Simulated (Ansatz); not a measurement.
**CuN (triplet): wB97M-V, B2PLYP over vertical spin and charge gaps, def2-QZVPP**

How well do these functionals follow the top wave-function level for CuN (triplet) over vertical spin and charge gaps?

The runs use Ansatz 0.2.0, Gaussian basis; def2-QZVPP, all electrons in the functionals, frozen cores in the correlation of double hybrids and RPA.

The runs, in order: wB97M-V, B2PLYP, at charge 0, triplet; charge 0, singlet; charge 0, quintet; charge 1, doublet; charge 1, quartet.

2 further runs of the same task are left out: 2 set aside as unsound or not needed.

## (1) What is computed

The geometry is a PBE0/def2-TZVP stationary point (not a proven minimum).

2 atoms, charge 0, spin multiplicity 3.

Atoms are counted from 1 here; the program's logs count them from 0.

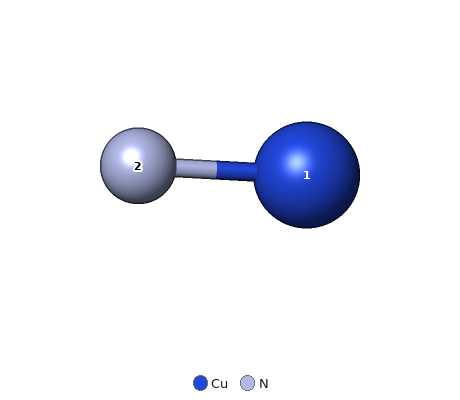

The structure; copper blue, nitrogen light blue; atoms are numbered from 1 in the order of the file.

Coordinates:

| atom | x (Å) | y (Å) | z (Å) |
| --- | --- | --- | --- |
| Cu1 | 0.0000 | 0.0000 | 0.0000 |
| N2 | 0.0000 | 0.0000 | 1.8102 |

No dispersion term is added; wB97M-V holds VV10 nonlocal correlation.

The geometry shown and the zero of energy belong to the point charge 0, triplet. The yardstick, UCCSD(T), and other wave-function levels (R restricted, U unrestricted, valence and pair active spaces) come from earlier runs.

## (2) wB97M-V, charge 0, triplet

in.yaml reads:

```yaml
crystal:
  periodic: [false, false, false]
  atoms:
    - {symbol: Cu, position_ang: [0.000000, 0.000000, 0.000000]}
    - {symbol: N, position_ang: [0.000000, 0.000000, 1.810200]}
basis:
  gaussian: {orbitals: "def2-QZVPP.json"}
magnetization: {spin_polarized: true, initial_magnetization: 2}
hamiltonian: {xc: {name: wB97M-V}}
output: {orbitals: {seedname: orbitals}}
```

On the command line:

```bash
$ ansatz run in.yaml --threads 2 --pin off --events-out ev --progress --plain --max-ram 24576MiB --backend cuda --devices 0, --max-vram 18GiB
```

The log of the run, cut to the lines that bear on the results:

```text
Functional definition: wB97M-V
  name "wB97M-V"
  cite "Mardirossian & Head-Gordon, J. Chem. Phys. 144, 214110 (2016) doi:10.1063/1.4952647"
  cite "Becke, J. Chem. Phys. 107, 8554 (1997) doi:10.1063/1.475007"
  cite "Vydrov & Van Voorhis, J. Chem. Phys. 133, 244103 (2010) doi:10.1063/1.3521275"
  # Of w^i u^j: cxij and so on, Table III.
[...]
  gx(w, u) = 1 - cx + cx01*u + cx10*w
  gss(w, u) = css00 + css04*u^4 + css10*w + css20*w^2 + css43*w^4*u^3
  gos(w, u) = cos00 + cos10*w + (cos20 + cos21*u)*w^2 + (cos60 + cos61*u)*w^6
[...]
      + integral(e_c_pw_mod_opposite_spin*gos(b97_w_opposite, b97_u_opposite)) + vv10(b, c)
751 factors; their error is unknown
125 factors; integrals over basis functions are off by at most 1.7e-4 eV
[...]
mean field -46125.88381771 eV, -1695.0949650539 hartree, gradient 6.6e-5 eV, S^2 2.053481; 1 other end points of the search recorded, 0 dependent functions left out
reference -46125.88386653 eV, -1695.0949668481 hartree; 19, 17 occupied and 138, 140 virtual orbitals, 751 factors
Total energy: -46125.88386653 eV, -1695.0949668481 hartree
```

Run time: 7.5 s. Hardware: 1 × H100 (card shared with other runs) with 2 threads of AMD EPYC 7R13, shared host; peak host memory 0.87 GiB.

From the report: ⟨S²⟩ of the determinant 2.053 (pure triplet: 2.00).

## (3) wB97M-V, charge 0, singlet

in.yaml, as its differences from that of step 2:

```diff
@@ -7,3 +7,3 @@
   gaussian: {orbitals: "def2-QZVPP.json"}
-magnetization: {spin_polarized: true, initial_magnetization: 2}
+magnetization: {spin_polarized: true, initial_magnetization: 0}
 hamiltonian: {xc: {name: wB97M-V}}
```

Launched as before.

The log of the run, cut to the lines that bear on the results:

```text
Functional definition: wB97M-V
  name "wB97M-V"
  cite "Mardirossian & Head-Gordon, J. Chem. Phys. 144, 214110 (2016) doi:10.1063/1.4952647"
  cite "Becke, J. Chem. Phys. 107, 8554 (1997) doi:10.1063/1.475007"
  cite "Vydrov & Van Voorhis, J. Chem. Phys. 133, 244103 (2010) doi:10.1063/1.3521275"
  # Of w^i u^j: cxij and so on, Table III.
[...]
  gx(w, u) = 1 - cx + cx01*u + cx10*w
  gss(w, u) = css00 + css04*u^4 + css10*w + css20*w^2 + css43*w^4*u^3
  gos(w, u) = cos00 + cos10*w + (cos20 + cos21*u)*w^2 + (cos60 + cos61*u)*w^6
[...]
      + integral(e_c_pw_mod_opposite_spin*gos(b97_w_opposite, b97_u_opposite)) + vv10(b, c)
751 factors; their error is unknown
125 factors; integrals over basis functions are off by at most 1.7e-4 eV
[...]
mean field -46125.21303105 eV, -1695.0703140989 hartree, gradient 3.9e-5 eV, S^2 1.004703; 5 other end points of the search recorded, 0 dependent functions left out
reference -46125.21308156 eV, -1695.0703159550 hartree; 18, 18 occupied and 139, 139 virtual orbitals, 751 factors
Total energy: -46125.21308156 eV, -1695.0703159550 hartree
```

Run time: 7 s. Hardware: 1 × H100 (card shared with other runs) with 2 threads of AMD EPYC 7R13, shared host; peak host memory 0.91 GiB.

From the report: ⟨S²⟩ of the determinant 1.005 (pure singlet: 0.00). The determinant is far from a pure spin state, so its energy mixes those of several spin states (harmless only where they are near-degenerate, as at dissociation).

From charge 0, triplet: +64.7 kJ/mol.

## (4) wB97M-V, charge 0, quintet

in.yaml, as its differences from that of step 3:

```diff
@@ -7,3 +7,3 @@
   gaussian: {orbitals: "def2-QZVPP.json"}
-magnetization: {spin_polarized: true, initial_magnetization: 0}
+magnetization: {spin_polarized: true, initial_magnetization: 4}
 hamiltonian: {xc: {name: wB97M-V}}
```

Same command.

The log of the run, cut to the lines that bear on the results:

```text
Functional definition: wB97M-V
  name "wB97M-V"
  cite "Mardirossian & Head-Gordon, J. Chem. Phys. 144, 214110 (2016) doi:10.1063/1.4952647"
  cite "Becke, J. Chem. Phys. 107, 8554 (1997) doi:10.1063/1.475007"
  cite "Vydrov & Van Voorhis, J. Chem. Phys. 133, 244103 (2010) doi:10.1063/1.3521275"
  # Of w^i u^j: cxij and so on, Table III.
[...]
  gx(w, u) = 1 - cx + cx01*u + cx10*w
  gss(w, u) = css00 + css04*u^4 + css10*w + css20*w^2 + css43*w^4*u^3
  gos(w, u) = cos00 + cos10*w + (cos20 + cos21*u)*w^2 + (cos60 + cos61*u)*w^6
[...]
      + integral(e_c_pw_mod_opposite_spin*gos(b97_w_opposite, b97_u_opposite)) + vv10(b, c)
751 factors; their error is unknown
125 factors; integrals over basis functions are off by at most 1.7e-4 eV
[...]
mean field -46124.14633491 eV, -1695.0311137385 hartree, gradient 5.3e-5 eV, S^2 6.014721; 3 other end points of the search recorded, 0 dependent functions left out
reference -46124.14637715 eV, -1695.0311152908 hartree; 20, 16 occupied and 137, 141 virtual orbitals, 751 factors
Total energy: -46124.14637715 eV, -1695.0311152908 hartree
```

It took 6 s on 1 × H100 (card shared with other runs) with 2 threads of AMD EPYC 7R13, shared host; peak host memory 0.88 GiB.

From the report: ⟨S²⟩ of the determinant 6.015 (pure quintet: 6.00).

From charge 0, triplet: +167.6 kJ/mol.

## (5) wB97M-V, charge 1, doublet

in.yaml, as its differences from that of step 4:

```diff
@@ -7,3 +7,4 @@
   gaussian: {orbitals: "def2-QZVPP.json"}
-magnetization: {spin_polarized: true, initial_magnetization: 4}
+total_charge: 1
+magnetization: {spin_polarized: true, initial_magnetization: 1}
 hamiltonian: {xc: {name: wB97M-V}}
```

Launched as before.

The log of the run, cut to the lines that bear on the results:

```text
Functional definition: wB97M-V
  name "wB97M-V"
  cite "Mardirossian & Head-Gordon, J. Chem. Phys. 144, 214110 (2016) doi:10.1063/1.4952647"
  cite "Becke, J. Chem. Phys. 107, 8554 (1997) doi:10.1063/1.475007"
  cite "Vydrov & Van Voorhis, J. Chem. Phys. 133, 244103 (2010) doi:10.1063/1.3521275"
  # Of w^i u^j: cxij and so on, Table III.
[...]
  gx(w, u) = 1 - cx + cx01*u + cx10*w
  gss(w, u) = css00 + css04*u^4 + css10*w + css20*w^2 + css43*w^4*u^3
  gos(w, u) = cos00 + cos10*w + (cos20 + cos21*u)*w^2 + (cos60 + cos61*u)*w^6
[...]
      + integral(e_c_pw_mod_opposite_spin*gos(b97_w_opposite, b97_u_opposite)) + vv10(b, c)
751 factors; their error is unknown
125 factors; integrals over basis functions are off by at most 1.7e-4 eV
[...]
mean field -46116.26435684 eV, -1694.7414563872 hartree, gradient 4.2e-6 eV, S^2 1.734243; 16 other end points of the search recorded, 0 dependent functions left out
reference -46116.26439774 eV, -1694.7414578901 hartree; 18, 17 occupied and 139, 140 virtual orbitals, 751 factors
Total energy: -46116.26439774 eV, -1694.7414578901 hartree
```

It took 41 s on 1 × H100 (card shared with other runs) with 2 threads of AMD EPYC 7R13, shared host; peak host memory 0.92 GiB.

From the report: ⟨S²⟩ of the determinant 1.734 (pure doublet: 0.75). The determinant is far from a pure spin state, so its energy mixes those of several spin states (harmless only where they are near-degenerate, as at dissociation).

From charge 0, triplet: +928.1 kJ/mol.

## (6) wB97M-V, charge 1, quartet

in.yaml, as its differences from that of step 5:

```diff
@@ -8,3 +8,3 @@
 total_charge: 1
-magnetization: {spin_polarized: true, initial_magnetization: 1}
+magnetization: {spin_polarized: true, initial_magnetization: 3}
 hamiltonian: {xc: {name: wB97M-V}}
```

Launched as before.

The log of the run, cut to the lines that bear on the results:

```text
Functional definition: wB97M-V
  name "wB97M-V"
  cite "Mardirossian & Head-Gordon, J. Chem. Phys. 144, 214110 (2016) doi:10.1063/1.4952647"
  cite "Becke, J. Chem. Phys. 107, 8554 (1997) doi:10.1063/1.475007"
  cite "Vydrov & Van Voorhis, J. Chem. Phys. 133, 244103 (2010) doi:10.1063/1.3521275"
  # Of w^i u^j: cxij and so on, Table III.
[...]
  gx(w, u) = 1 - cx + cx01*u + cx10*w
  gss(w, u) = css00 + css04*u^4 + css10*w + css20*w^2 + css43*w^4*u^3
  gos(w, u) = cos00 + cos10*w + (cos20 + cos21*u)*w^2 + (cos60 + cos61*u)*w^6
[...]
      + integral(e_c_pw_mod_opposite_spin*gos(b97_w_opposite, b97_u_opposite)) + vv10(b, c)
751 factors; their error is unknown
125 factors; integrals over basis functions are off by at most 1.7e-4 eV
[...]
mean field -46117.32949418 eV, -1694.7805994624 hartree, gradient 5.9e-5 eV, S^2 3.764871; 0 other end points of the search recorded, 0 dependent functions left out
reference -46117.32953183 eV, -1694.7806008460 hartree; 19, 16 occupied and 138, 141 virtual orbitals, 751 factors
Total energy: -46117.32953183 eV, -1694.7806008460 hartree
```

Run time: 5.5 s. Hardware: 1 × H100 (card shared with other runs) with 2 threads of AMD EPYC 7R13, shared host; peak host memory 0.88 GiB.

From the report: ⟨S²⟩ of the determinant 3.765 (pure quartet: 3.75).

From charge 0, triplet: +825.4 kJ/mol.

## (7) B2PLYP, charge 0, triplet

in.yaml reads:

```yaml
crystal:
  periodic: [false, false, false]
  atoms:
    - {symbol: Cu, position_ang: [0.000000, 0.000000, 0.000000]}
    - {symbol: N, position_ang: [0.000000, 0.000000, 1.810200]}
basis:
  gaussian: {orbitals: "def2-QZVPP.json"}
magnetization: {spin_polarized: true, initial_magnetization: 2}
hamiltonian: {xc: {name: B2PLYP}}
correlation: {electrons: outside_noble_gas}
```

Launched as before.

The log of the run, cut to the lines that bear on the results:

```text
Functional definition: B2PLYP
  name "B2PLYP"
  cite "Grimme, J. Chem. Phys. 124, 034108 (2006) doi:10.1063/1.2148954"
  cite "Becke, Phys. Rev. A 38, 3098 (1988) doi:10.1103/PhysRevA.38.3098"
  cite "Lee, Yang & Parr, Phys. Rev. B 37, 785 (1988) doi:10.1103/PhysRevB.37.785"
[...]
1051 factors; integrals over basis functions are off by at most 1.2e-3 eV
[...]
mean field -46114.32778178 eV, -1694.6702885665 hartree, gradient 4.5e-6 eV, S^2 2.104543; 4 other end points of the search recorded, 0 dependent functions left out
10 core orbitals not correlated: weight in the atoms' cores, before any rotation towards them, 1.000 or more for the frozen orbitals, at most 0.000 for the correlated occupied ones
reference -46114.32790373 eV, -1694.6702930479 hartree; 9, 7 occupied and 138, 140 virtual orbitals, 1051 factors
second order -23.13635145 eV of doubles, -0.00000000 eV of singles
Total energy: -46120.57471862 eV, -1694.8998592609 hartree
```

It took 7 s on 1 × H100 (card shared with other runs) with 2 threads of AMD EPYC 7R13, shared host; peak host memory 0.87 GiB.

From the report: ⟨S²⟩ of the determinant 2.105 (pure triplet: 2.00).

## (8) B2PLYP, charge 0, singlet

in.yaml, as its differences from that of step 7:

```diff
@@ -7,3 +7,3 @@
   gaussian: {orbitals: "def2-QZVPP.json"}
-magnetization: {spin_polarized: true, initial_magnetization: 2}
+magnetization: {spin_polarized: true, initial_magnetization: 0}
 hamiltonian: {xc: {name: B2PLYP}}
```

The command is unchanged.

The log of the run, cut to the lines that bear on the results:

```text
Functional definition: B2PLYP
  name "B2PLYP"
  cite "Grimme, J. Chem. Phys. 124, 034108 (2006) doi:10.1063/1.2148954"
  cite "Becke, Phys. Rev. A 38, 3098 (1988) doi:10.1103/PhysRevA.38.3098"
  cite "Lee, Yang & Parr, Phys. Rev. B 37, 785 (1988) doi:10.1103/PhysRevB.37.785"
[...]
1051 factors; integrals over basis functions are off by at most 1.2e-3 eV
[...]
mean field -46113.73230040 eV, -1694.6484050294 hartree, gradient 2.4e-6 eV, S^2 1.008422; 8 other end points of the search recorded, 0 dependent functions left out
10 core orbitals not correlated: weight in the atoms' cores, before any rotation towards them, 1.000 or more for the frozen orbitals, at most 0.000 for the correlated occupied ones
reference -46113.73242466 eV, -1694.6484095957 hartree; 8, 8 occupied and 139, 139 virtual orbitals, 1051 factors
second order -23.32526312 eV of doubles, -0.00000000 eV of singles
Total energy: -46120.03024570 eV, -1694.8798502501 hartree
```

Wall time 4.7 s (1 × H100 (card shared with other runs) with 2 threads of AMD EPYC 7R13, shared host); peak host memory 0.87 GiB.

From the report: ⟨S²⟩ of the determinant 1.008 (pure singlet: 0.00). The determinant is far from a pure spin state, so its energy mixes those of several spin states (harmless only where they are near-degenerate, as at dissociation).

From charge 0, triplet: +52.5 kJ/mol.

## (9) B2PLYP, charge 0, quintet

in.yaml, as its differences from that of step 8:

```diff
@@ -7,3 +7,3 @@
   gaussian: {orbitals: "def2-QZVPP.json"}
-magnetization: {spin_polarized: true, initial_magnetization: 0}
+magnetization: {spin_polarized: true, initial_magnetization: 4}
 hamiltonian: {xc: {name: B2PLYP}}
```

Launched as before.

The log of the run, cut to the lines that bear on the results:

```text
Functional definition: B2PLYP
  name "B2PLYP"
  cite "Grimme, J. Chem. Phys. 124, 034108 (2006) doi:10.1063/1.2148954"
  cite "Becke, Phys. Rev. A 38, 3098 (1988) doi:10.1103/PhysRevA.38.3098"
  cite "Lee, Yang & Parr, Phys. Rev. B 37, 785 (1988) doi:10.1103/PhysRevB.37.785"
[...]
1051 factors; integrals over basis functions are off by at most 1.2e-3 eV
[...]
mean field -46112.88995110 eV, -1694.6174492636 hartree, gradient 2.8e-6 eV, S^2 6.015290; 6 other end points of the search recorded, 0 dependent functions left out
10 core orbitals not correlated: weight in the atoms' cores, before any rotation towards them, 1.000 or more for the frozen orbitals, at most 0.000 for the correlated occupied ones
reference -46112.89007038 eV, -1694.6174536471 hartree; 10, 6 occupied and 137, 141 virtual orbitals, 1051 factors
second order -21.18495798 eV of doubles, -0.00000000 eV of singles
Total energy: -46118.61000904 eV, -1694.8276575155 hartree
```

Run time: 7 s. Hardware: 1 × H100 (card shared with other runs) with 2 threads of AMD EPYC 7R13, shared host; peak host memory 0.88 GiB.

From the report: ⟨S²⟩ of the determinant 6.015 (pure quintet: 6.00).

From charge 0, triplet: +189.6 kJ/mol.

## (10) B2PLYP, charge 1, doublet

in.yaml, as its differences from that of step 9:

```diff
@@ -7,3 +7,4 @@
   gaussian: {orbitals: "def2-QZVPP.json"}
-magnetization: {spin_polarized: true, initial_magnetization: 4}
+total_charge: 1
+magnetization: {spin_polarized: true, initial_magnetization: 1}
 hamiltonian: {xc: {name: B2PLYP}}
```

Launched as before.

The log of the run, cut to the lines that bear on the results:

```text
Functional definition: B2PLYP
  name "B2PLYP"
  cite "Grimme, J. Chem. Phys. 124, 034108 (2006) doi:10.1063/1.2148954"
  cite "Becke, Phys. Rev. A 38, 3098 (1988) doi:10.1103/PhysRevA.38.3098"
  cite "Lee, Yang & Parr, Phys. Rev. B 37, 785 (1988) doi:10.1103/PhysRevB.37.785"
[...]
1051 factors; integrals over basis functions are off by at most 1.2e-3 eV
[...]
mean field -46105.35264715 eV, -1694.3404584522 hartree, gradient 4.9e-9 eV, S^2 1.777143; 14 other end points of the search recorded, 0 dependent functions left out
10 core orbitals not correlated: weight in the atoms' cores, before any rotation towards them, 1.000 or more for the frozen orbitals, at most 0.000 for the correlated occupied ones
reference -46105.35275376 eV, -1694.3404623701 hartree; 8, 7 occupied and 139, 140 virtual orbitals, 1051 factors
second order -20.61140038 eV of doubles, -0.00000000 eV of singles
Total energy: -46110.91783186 eV, -1694.5449752183 hartree
```

It took 18 s on 1 × H100 (card shared with other runs) with 2 threads of AMD EPYC 7R13, shared host; peak host memory 0.88 GiB.

From the report: ⟨S²⟩ of the determinant 1.777 (pure doublet: 0.75). The determinant is far from a pure spin state, so its energy mixes those of several spin states (harmless only where they are near-degenerate, as at dissociation).

From charge 0, triplet: +931.7 kJ/mol.

## (11) B2PLYP, charge 1, quartet

in.yaml, as its differences from that of step 10:

```diff
@@ -8,3 +8,3 @@
 total_charge: 1
-magnetization: {spin_polarized: true, initial_magnetization: 1}
+magnetization: {spin_polarized: true, initial_magnetization: 3}
 hamiltonian: {xc: {name: B2PLYP}}
```

Same command.

The log of the run, cut to the lines that bear on the results:

```text
Functional definition: B2PLYP
  name "B2PLYP"
  cite "Grimme, J. Chem. Phys. 124, 034108 (2006) doi:10.1063/1.2148954"
  cite "Becke, Phys. Rev. A 38, 3098 (1988) doi:10.1103/PhysRevA.38.3098"
  cite "Lee, Yang & Parr, Phys. Rev. B 37, 785 (1988) doi:10.1103/PhysRevB.37.785"
[...]
1051 factors; integrals over basis functions are off by at most 1.2e-3 eV
[...]
mean field -46106.35002458 eV, -1694.3771113968 hartree, gradient 9.9e-6 eV, S^2 3.767538; 0 other end points of the search recorded, 0 dependent functions left out
10 core orbitals not correlated: weight in the atoms' cores, before any rotation towards them, 1.000 or more for the frozen orbitals, at most 0.000 for the correlated occupied ones
reference -46106.35013128 eV, -1694.3771153180 hartree; 9, 6 occupied and 138, 141 virtual orbitals, 1051 factors
second order -20.18574224 eV of doubles, -0.00000000 eV of singles
Total energy: -46111.80028169 eV, -1694.5774046511 hartree
```

It took 6 s on 1 × H100 (card shared with other runs) with 2 threads of AMD EPYC 7R13, shared host; peak host memory 0.87 GiB.

From the report: ⟨S²⟩ of the determinant 3.768 (pure quartet: 3.75).

From charge 0, triplet: +846.6 kJ/mol.

## (12) Against the wave-function levels

No level is safe as a reference over these points; UCCSD(T) serves as a yardstick only. It comes from earlier runs at the same points. Energies in kJ/mol, counted from charge 0, triplet; blanks weren't run or aren't comparable.

| level | triplet to singlet | triplet to quintet | ionisation to the doublet cation | ionisation to the quartet cation |
| --- | --- | --- | --- | --- |
| UCCSD(T) |  | 159.4 | 889.4 | 818.8 |
| wB97M-V | 64.7 | 167.6 | 928.1 | 825.4 |
| B2PLYP | 52.5 | 189.6 | 931.7 | 846.6 |

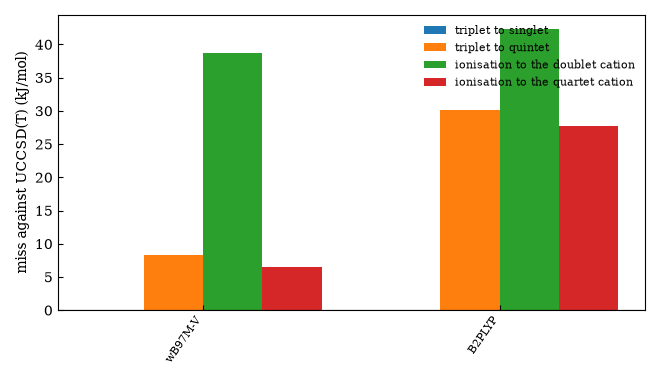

Misses of the gaps against UCCSD(T).

Largest miss and mean time a point (UCCSD(T) took 34 s a point; shared hosts):

| level | largest miss (kJ/mol) | where | time a point |
| --- | --- | --- | --- |
| wB97M-V | +38.7 | ionisation to the doublet cation | 13 s |
| B2PLYP | +42.3 | ionisation to the doublet cation | 8.5 s |

## (13) Outcome

| quantity | value |
| --- | --- |
| triplet to quintet, UCCSD(T) | 159.4 kJ/mol |
| ionisation to the doublet cation, UCCSD(T) | 889.4 kJ/mol |
| ionisation to the quartet cation, UCCSD(T) | 818.8 kJ/mol |
| largest miss, wB97M-V | +38.7 kJ/mol (ionisation to the doublet cation) |
| largest miss, B2PLYP | +42.3 kJ/mol (ionisation to the doublet cation) |

**Reading.** Misses are known at 3 of 4 points at best, and only functionals with that many are ranked. Of the functionals, wB97M-V keep the smallest largest miss at the points compared (at most 38.7 kJ/mol) and B2PLYP strays most (42.3 kJ/mol, at ionisation to the doublet cation). wB97M-V, B2PLYP clearly break the spin symmetry at some points (⟨S²⟩ up to 1.03 above the pure value), so energy there is bought with a mixed spin. Functionals and the yardstick converge differently with the basis, so part of each miss in def2-QZVPP is the basis. The yardstick itself may be off where one determinant is a poor start.
